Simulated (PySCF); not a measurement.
# C₁₀H₂₀O₂Si (SMILES C=C[Si](C=C)(OC(C)C)OC(C)C): what the fields show

```xyz
33

Si    0.6952   -0.3706    0.0973
C     0.8953   -0.4343    1.9521
C     2.0422   -0.7693    2.5560
H     0.0327   -0.1932    2.5892
H     2.9399   -1.0243    1.9804
H     2.1426   -0.8141    3.6467
C     2.3197   -0.6113   -0.7702
C     2.5231   -1.6082   -1.6395
H     3.1427    0.0908   -0.5791
H     1.7288   -2.3288   -1.8616
H     3.4765   -1.7435   -2.1633
O    -0.0531    1.0711   -0.2820
C     0.2430    2.3432    0.2607
C    -1.0635    3.0178    0.6343
C     1.0503    3.1460   -0.7445
H     0.8482    2.2217    1.1819
H    -1.6972    3.1324   -0.2591
H    -0.8875    4.0138    1.0680
H    -1.6141    2.4102    1.3675
H     1.9894    2.6292   -0.9921
H     0.4761    3.2695   -1.6757
H     1.2974    4.1435   -0.3501
O    -0.2972   -1.5668   -0.4719
C    -1.6877   -1.6594   -0.2087
C    -2.0259   -3.1203    0.0145
C    -2.4613   -1.0366   -1.3568
H    -1.9286   -1.0989    0.7171
H    -1.7813   -3.7036   -0.8868
H    -3.0964   -3.2497    0.2343
H    -1.4422   -3.5261    0.8535
H    -2.1723    0.0172   -1.4746
H    -2.2331   -1.5674   -2.2943
H    -3.5463   -1.0917   -1.1788
```

Geometry: PBE0-D3(BJ)/def2-SVP.

Method: CAM-B3LYP/def2-SVPD, SCF density, gas phase (PySCF).

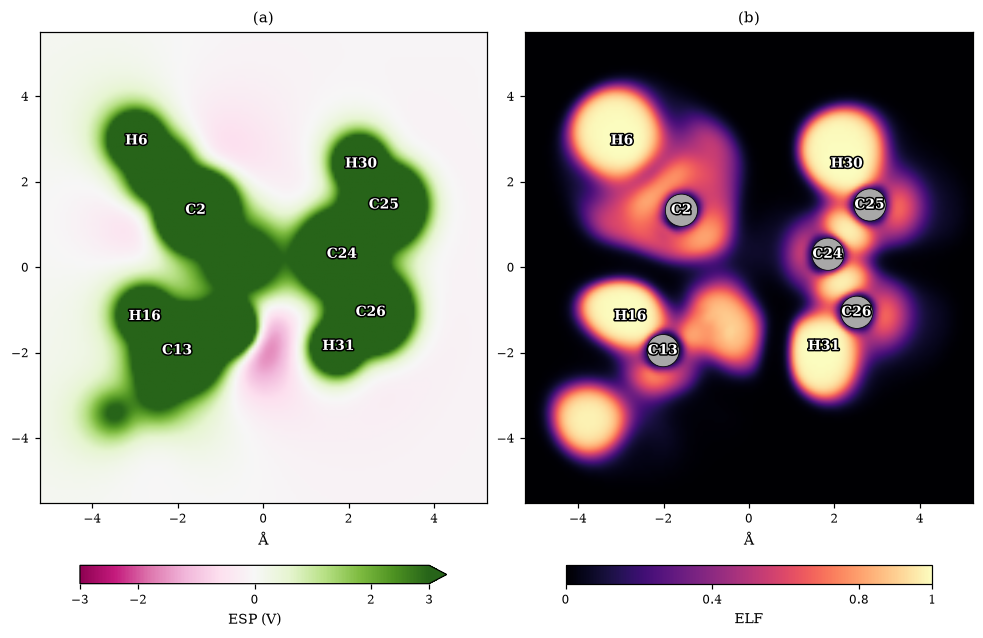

Figure 1. (a) molecular electrostatic potential; (b) electron localisation function on the plane of atoms C24, C26 and H31. Grey discs cover the atomic cores in the ELF map.

**Interpret the plot.**

Atoms in the plane: C and H. C–H (1.11 Å): the ELF climbs to about 1 towards the hydrogen, as it does in any bond to H; an ordinary covalent bond to hydrogen. C–C (1.52 Å): the ELF peaks at about 0.95 between the atoms: localised, covalent bonding. The ELF also peaks beside O12, away from the bonds: lone-pair regions. Outside the dense part of the molecule the potential is most negative (−1.6 V) near O12, which lies off the plane.

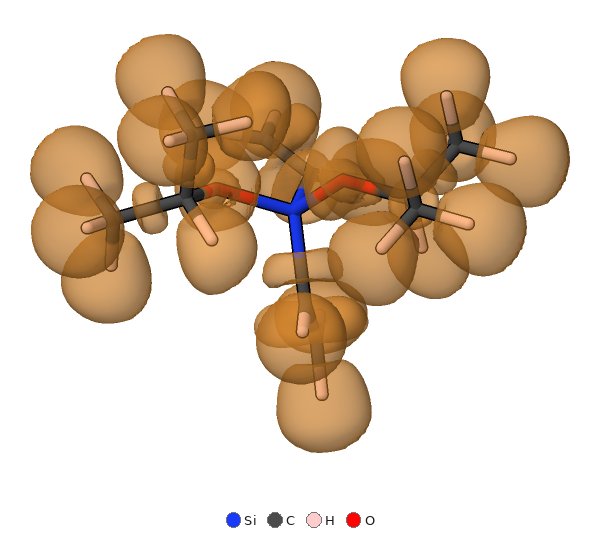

Figure 2. Isosurface of the electron localisation function at 0.75 (orange), seen from one side. Core shells and regions of very low density are left out.

**Where are the electrons localised?**

The surface consists of six regions between bonded C–C atoms (shared pairs), two regions between bonded C–Si atoms (shared pairs), 20 regions around hydrogen nuclei and two regions on O in which the atom's valence shell and bonds are merged. Profiles from the grid: C–C (1.34 Å): the ELF peaks at about 0.95 between the atoms (a multiple bond). C–O (1.41 Å): the ELF peaks at about 0.90 between the atoms (a polar covalent bond).

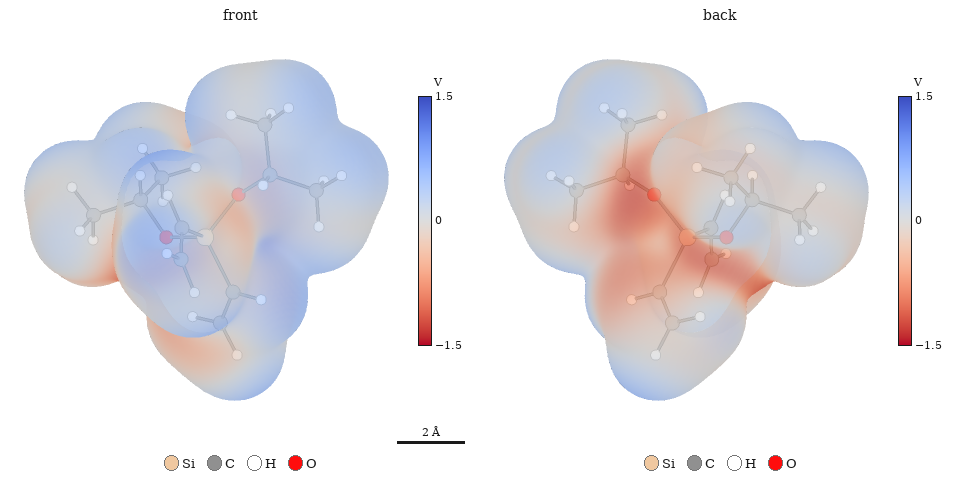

Figure 3. The electrostatic potential painted on the density surface at 0.001 e/bohr³, seen from the front and from behind; red is negative and blue positive.

**Which sites attract a positive test charge, and which a negative one?**

A positive charge is drawn to the negative regions and a negative charge to the positive ones. The most negative region (about −1.1 V) lies over O12 and O23, the most positive (about +0.6 V) over the C, H and Si atoms.

**What dipole moment does the calculation give?**

Its dipole moment is 1.53 D.
